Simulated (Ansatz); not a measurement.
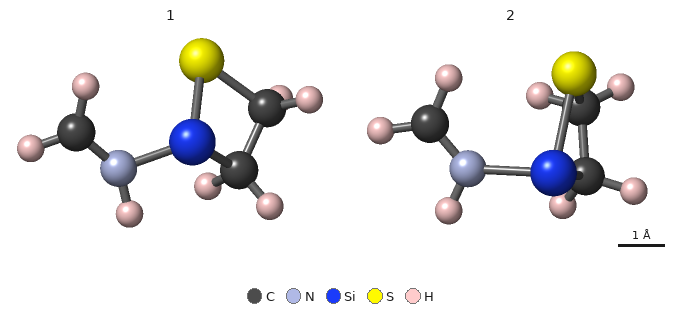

Two geometries of C$_{3}$H$_{7}$NSSi, drawn at one scale. One is the start of a relaxation, the other its converged end. Style: ball-and-stick. Shown at a tilt.

Theory: RKS B3LYP-D4/def2-SVP (Ansatz). Set-up: no spin polarisation; force threshold 0.02 eV/Å; at most 50 steps.

Question: Which one is relaxed?

Answer: Structure 2 is the relaxed one. The run prepares an end point of a later path (hydrogen shift) calculation, from a guessed geometry. Over 19 accepted moves (20 points after the start) the energy falls by 205.8 kJ/mol. Largest force component: 3.9 eV/Å at the start, 0.011 eV/Å at the end. The line search rejected the trial step at point 18 of the run. The largest move after the best rigid fit is that of an H atom, 1.84 Å. Largest moves by element: H 1.84 Å, S 1.50 Å, Si 0.99 Å, C 0.65 Å, N 0.21 Å. Near-neighbour distances that change, for instance: C–Si 2.605 → 2.956 Å, N–Si 1.708 → 1.962 Å, C–Si 1.815 → 1.959 Å, S–Si 2.114 → 2.247 Å. Bond angles that change, for instance: C–N–H 142.9° → 115.0°, N–Si–C 114.9° → 93.7°, Si–N–H 96.1° → 113.7°. Groups turn about C–C by about 55°, C–Si by about 55°, C–S by about 45°. The run took 2.8 min on 2 threads of Arm Neoverse N1, with other jobs on the host, peak memory 0.32 GiB.
